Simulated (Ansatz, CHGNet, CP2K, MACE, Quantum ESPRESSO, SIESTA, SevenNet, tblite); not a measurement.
**tblite on Mg2+ BF4- in dimethyl sulfoxide and 1,3-dioxolane at 400 K (73 atoms): settings against a plane-wave reference**

How near does tblite come to plane waves for Mg2+ BF4- in dimethyl sulfoxide and 1,3-dioxolane at 400 K (73 atoms)?

Program: tblite 0.8.0. Level of theory: the method is named at each step. Results are calculated unless marked as measured.

## 1. The structure

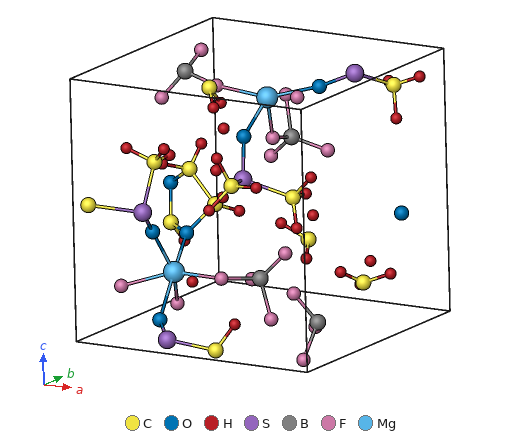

The cell as given, slightly off an axis (carbon yellow, oxygen blue, hydrogen red, sulfur purple, boron grey, fluorine pink, magnesium blue). Bonds to atoms that aren't drawn are left out. Some periodic images of atoms are drawn too.

The cell holds 73 atoms: 11 C, 6 O, 30 H, 4 S, 4 B, 16 F and 2 Mg. Its edges and angles: a = 9.474 Å, b = 9.474 Å, c = 9.474 Å, α = 90.0°, β = 90.0°, γ = 90.0°. 4 dimethyl sulfoxide, 1 1,3-dioxolane, 2 Mg2+, 4 BF4- placed at random, at 1.53 g/cm³; overlaps pushed apart, then 10 ps at 550 K with stiff harmonic cages for PF6 and BF4 with UFF radii; divalent ions of Li, Roberts, Chakravorty and Merz (J. Chem. Theory Comput. 9, 2733 (2013)); MMFF94 bonds, angles, torsions, charges and radii (Halgren, J. Comput. Chem. 17, 490 (1996)) in harmonic and 12-6 forms; charges of ions scaled by 0.8. Snapshot after 30 ps at 400 K and fixed volume. Then every atom was moved at random, 0.03 Å r.m.s. a Cartesian component (hydrogen 0.6 of that).

The yardstick, on the same geometry:

```
method                                           : Kohn-Sham DFT, PBE, PAW, plane waves (Ansatz 0.2.0); cutoff 420 eV, Γ point, fermi-dirac smearing of 0.05 eV; PAW set soft_2
r.m.s. force component                           : 1.628 eV/Å
longest force                                    : 7.902 eV/Å
pressure                                         : 4.223 GPa
gap (highest filled to lowest empty level) : 4.207 eV
SCF cycles                                       : 10
time                                             : 3.1 s on 8 threads of Arm Neoverse V2, shared host
CPU time                                         : 20 s
```

## 2. GFN1-xTB

Method: GFN1-xTB tight binding, diagonalisation.

Input file run.py:

```python
import numpy as np
from ase.io import read
from tblite.ase import TBLite

atoms = read("structure.xyz")
atoms.calc = TBLite(method="GFN1-xTB", electronic_temperature=580, accuracy=1.0, max_iterations=250, mixer_damping=0.4, verbosity=1)
energy = atoms.get_potential_energy()
forces = atoms.get_forces()
print(f"energy {energy:.6f} eV")
print("forces (eV/A)")
for i, (a, f) in enumerate(zip(atoms, forces)):
    print(f"{i:4d} {a.symbol:2s} {f[0]:10.5f} {f[1]:10.5f} {f[2]:10.5f}")
stress = -atoms.get_stress(voigt=False) * 160.21766
print("stress (GPa, compression positive)")
for row in stress:
    print(" ".join(f"{x:10.4f}" for x in row))
print("charges (e)")
print(np.array2string(atoms.get_charges(), precision=4, suppress_small=True, max_line_width=110, threshold=100000))
```

Input file structure.xyz:

```xyz
73
Lattice="9.47375 0.00000 0.00000 0.00000 9.47375 0.00000 0.00000 0.00000 9.47375" Properties=species:S:1:pos:R:3 pbc="T T T"
C 1.13761 5.88803 4.98765
C 2.23599 5.76667 3.87571
O 1.49742 5.02753 2.92578
C 0.36711 5.81035 2.99371
O 0.02899 6.40255 4.25277
H 1.27981 6.47919 5.77937
H 0.64545 4.89480 5.34954
H 2.97343 5.10465 4.35840
H 2.66241 6.66118 3.47488
H 0.41050 6.60860 2.15641
H 8.97789 5.11980 2.76378
C 7.14444 7.54300 1.20866
S 7.51988 6.71964 8.99210
C 8.18883 8.17708 8.30801
O 6.26461 6.36939 8.44935
H 6.69690 6.78292 1.70869
H 8.11891 7.79036 1.58240
H 6.51661 8.34798 0.88589
H 7.46863 9.01806 8.17225
H 9.09499 8.45561 8.64906
H 8.47872 7.83650 7.21360
C 0.33404 0.47037 4.85511
S 1.94382 1.46303 4.54361
C 2.00303 2.21733 6.19498
O 1.66729 2.52580 3.56706
H 0.52485 9.18186 5.60495
H 9.08343 1.24551 5.32993
H 0.04794 9.38072 3.99281
H 2.01990 3.19559 6.21592
H 0.97267 2.04624 6.61741
H 2.75781 1.65127 6.88060
C 5.45953 1.71778 5.85250
S 4.89395 3.39179 5.63148
C 6.57668 3.95245 5.04761
O 4.66753 3.87761 7.03691
H 4.92957 1.06362 5.05936
H 6.57620 1.55900 5.95330
H 5.13165 1.32661 6.89272
H 6.43684 5.03994 4.91536
H 7.37143 3.90442 5.87211
H 7.01181 3.46123 4.10630
C 3.76525 9.40459 1.93378
S 3.30388 0.69784 0.29482
C 4.96121 1.22069 9.45651
O 2.34191 1.78097 0.64838
H 4.41183 0.67813 2.52049
H 2.82157 9.14207 2.46801
H 4.24149 8.47171 1.51571
H 4.88561 2.06859 8.70230
H 5.49392 1.66558 0.87897
H 5.57435 0.47861 8.97894
B 4.28820 7.61595 6.10896
F 3.18650 7.99878 5.21018
F 4.34798 6.28460 6.39355
F 3.84956 8.01697 7.49430
F 5.52623 7.99954 5.68122
[... 13 atom lines left out ...]
F 2.65256 5.37541 8.29133
F 0.49159 5.21274 7.64295
Mg 4.68354 5.45129 8.08509
Mg 1.94420 3.42400 1.94496
```

Run with:

```bash
> OMP_NUM_THREADS=1 python run.py > output.txt
```

The log of the run:

```text
------------------------------------------------------------
  cycle        total energy    energy error   density error
------------------------------------------------------------
      1     -170.0811994790  -1.7081272E+02   6.3825322E-01
      2     -172.0807632839  -1.9995638E+00   3.2199101E-01
      3     -171.8131944552   2.6756883E-01   2.1144994E-01
      4     -172.3216828938  -5.0848844E-01   5.9244802E-02
      5     -172.3563052724  -3.4622379E-02   1.0947822E-02
      6     -172.3586506803  -2.3454079E-03   2.6425470E-03
      7     -172.3587018714  -5.1191014E-05   1.6712247E-03
      8     -172.3587361738  -3.4302490E-05   5.9814486E-04
      9     -172.3587394712  -3.2973895E-06   1.3410216E-04
     10     -172.3587395781  -1.0685594E-07   4.9463720E-05
     11     -172.3587395901  -1.2009167E-08   2.7774334E-05
     12     -172.3587396070  -1.6862714E-08   9.0590398E-06
------------------------------------------------------------
 total:                                   1.589 sec
energy -4690.120198 eV
forces (eV/A)
   0 C    -1.92637   -2.53947   -2.18131
   1 C     0.37360   -2.33722    3.12325
   2 O     0.64792    1.25939    1.17142
   3 C    -4.74143    0.49054   -3.27022
   4 O     1.78649   -0.18073   -1.69541
   5 H     1.08298    2.41539    3.11760
   6 H     1.94777    0.78278   -0.34913
   7 H     0.54257    0.19564   -0.53256
   8 H     0.03684    0.70821   -0.11779
   9 H    -0.03026   -0.62634    1.17333
  10 H     0.25121    0.40369   -0.29649
  11 C     1.41876    0.39373   -3.45323
  12 S     5.68159    0.27856    4.88688
  13 C    -2.48686    0.02603   -5.38262
  14 O    -5.18363   -0.54200   -2.80647
  15 H    -1.44551   -1.84060    1.77634
  16 H     0.08954    0.42177    0.26856
  17 H    -0.20144    0.50599    0.55238
  18 H     0.60335   -0.52628    0.38862
  19 H     2.59621    0.89977    1.92369
  20 H    -0.72916    0.64854    1.65185
  21 C     0.23225    2.10095    1.31077
  22 S     0.19903   -3.08891    1.57303
  23 C    -1.37226   -5.75807    1.79001
[...]
65 F    -0.77429   -1.42701    2.15758
  66 B     0.89174    0.97577    2.77608
  67 F    -0.63281    1.42232    0.01849
  68 F    -0.19207   -0.99012   -0.59720
  69 F     1.72634   -0.66016   -0.82531
  70 F    -1.19317   -0.98674   -1.18777
  71 Mg   -0.66458    0.10830    0.43638
  72 Mg   -0.31554   -0.35179   -1.35617
stress (GPa, compression positive)
    0.3379     0.2588     1.0925
    0.2588     2.3938    -0.7669
    1.0925    -0.7669    -1.7117
charges (e)
[ 0.1676  0.1803 -0.4104  0.3968 -0.4824  0.0691  0.0382  0.0408  0.0641  0.0396  0.0556 -0.0709  0.3195
 -0.0348 -0.3913  0.0748  0.0614  0.0579  0.0592  0.0889  0.0547 -0.0356  0.2886 -0.0557 -0.4267  0.0657
  0.0533  0.0813  0.0864  0.072   0.0687 -0.0333  0.2989 -0.034  -0.4394  0.0609  0.0645  0.0694  0.0797
  0.066   0.0838 -0.0381  0.2999 -0.0411 -0.4171  0.0545  0.0619  0.0611  0.0775  0.086   0.0615  0.7371
 -0.4049 -0.3113 -0.406  -0.3477  0.7573 -0.3254 -0.3256 -0.3175 -0.3494  0.7384 -0.4502 -0.3695 -0.2984
 -0.377   0.7576 -0.3809 -0.3462 -0.311  -0.3303  0.8308  0.8305]
```

Run time: 2 s. Hardware: 1 thread of Arm Neoverse V2, shared host; peak memory 0.13 GiB.

Banners, paths, timers and routine set-up lines are dropped from the logs unmarked, and long logs keep their key lines alone; longer cuts are marked.

Against the reference:

```
r.m.s. force component                  : 1.524 eV/Å
r.m.s. difference of force components   : 276.5 meV/Å
longest difference of force vectors     : 1005 meV/Å
force difference over r.m.s. force      : 16.98 %
slope of forces against the reference's : 0.9239
correlation of force components         : 0.9868
pressure                                : 0.34 GPa
pressure difference                     : -3.883 GPa
```

Length of the force difference by element (eV/Å):

| element | atoms | mean | most |
| --- | --- | --- | --- |
| B | 4 | 0.60 | 0.82 |
| C | 11 | 0.42 | 0.90 |
| F | 16 | 0.53 | 1.0 |
| H | 30 | 0.24 | 0.39 |
| Mg | 2 | 0.76 | 0.91 |
| O | 6 | 0.57 | 0.79 |
| S | 4 | 0.58 | 0.80 |

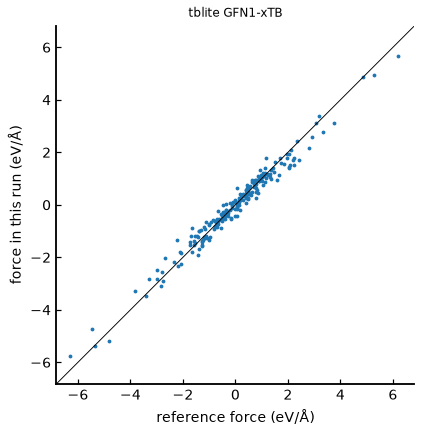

Force components against those of the reference; the line marks equality.

A closer look about Mg73, one of the 2 Mg atoms: 13 atoms, nearest first, numbered in the order of the input, with positions taken from that point.

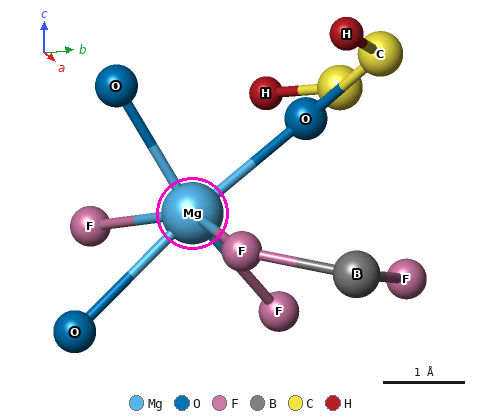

The atoms of the table, within 3.1 Å (arrows a, b, c point along x, y, z); some may hide others; the central atom is ringed.

| atom | x | y | z | distance (Å) | Mulliken charge (e) | Fx | Fy | Fz (eV/Å) |
| --- | --- | --- | --- | --- | --- | --- | --- | --- |
| Mg73 | 0.00 | 0.00 | 0.00 | 0.00 | 0.83 | -0.32 | -0.35 | -1.36 |
| O25 | -0.28 | -0.90 | 1.62 | 1.87 | -0.43 | -0.54 | 1.15 | -0.41 |
| F61 | 1.90 | 0.06 | -0.03 | 1.91 | -0.35 | 0.94 | 0.76 | 0.58 |
| F65 | -1.68 | -0.81 | -0.51 | 1.93 | -0.30 | 0.54 | 0.92 | 0.41 |
| O3 | -0.45 | 1.60 | 0.98 | 1.93 | -0.41 | 0.65 | 1.26 | 1.17 |
| O45 | 0.40 | -1.64 | -1.30 | 2.13 | -0.42 | 0.65 | 1.07 | 0.07 |
| F69 | -0.73 | 1.34 | -1.53 | 2.16 | -0.35 | -0.19 | -0.99 | -0.60 |
| F60 | 1.81 | 2.22 | -0.57 | 2.92 | -0.32 | -0.93 | 1.70 | 1.79 |
| B57 | 2.74 | 1.29 | -0.22 | 3.03 | 0.76 | 0.08 | -1.26 | -1.53 |
| C4 | -1.58 | 2.39 | 1.05 | 3.05 | 0.40 | -4.74 | 0.49 | -3.27 |
| C2 | 0.29 | 2.34 | 1.93 | 3.05 | 0.18 | 0.37 | -2.34 | 3.12 |
| H11 | -2.44 | 1.70 | 0.82 | 3.08 | 0.06 | 0.25 | 0.40 | -0.30 |
| H8 | 1.03 | 1.68 | 2.41 | 3.12 | 0.04 | 0.54 | 0.20 | -0.53 |

Atoms are counted from 1 here, from 0 in the log.

Forces lie 17 % from the reference's, at 0.10 times its CPU time (on 1 against 8 cores).

Left out of this page: tblite IPEA1-xTB (killed or ended with an error).

## 3. Results

| Property | Result |
| --- | --- |
| force difference from the reference | tblite GFN1-xTB, 17 % |
| its CPU time | 2 s |

In words: Tight binding differs by 17 % (tblite GFN1-xTB); it is another model, with fitted parameters of its own, and the xTB methods hold dispersion. One electronic-structure run takes under half the reference's CPU time: tblite GFN1-xTB, at 17 % in 2 s against 20 s; its pressure misses by -3.9 GPa. Periodic xTB results under one method name differ between programs and library versions. The network of contacts between molecules at the start is that of the classical potential that made the cell, and needn't be the one that DFT or experiment would give. The reference's stress is far from hydrostatic: its diagonal is 4.1, 6.5, 2.1 GPa, compression counted positive. The reference's PBE has no dispersion term, which matters for the binding between molecules or layers. The electronic-structure runs sample only Γ, in a cell whose shortest periodic width is 9 Å.

[Also dropped from logs without a mark: logging warnings of Python, and SIESTA's first energy breakdown and zero terms.]

[Logs are printed without paths, hosts, clocks, repeated set-up lines and the standing remarks that a program may print on its own settings, such as how far it seeks lower states.]

[Hosts, paths, dates, database ids (printed as entryN), source tags and the programs' standing remarks are cut or masked in the printed files.]

[The MMFF94 radii named for the starting cell were scaled by 0.96; in molecules described by MMFF94, hydrogen bound to N, O or S took a small fixed 12-6 site in their place.]
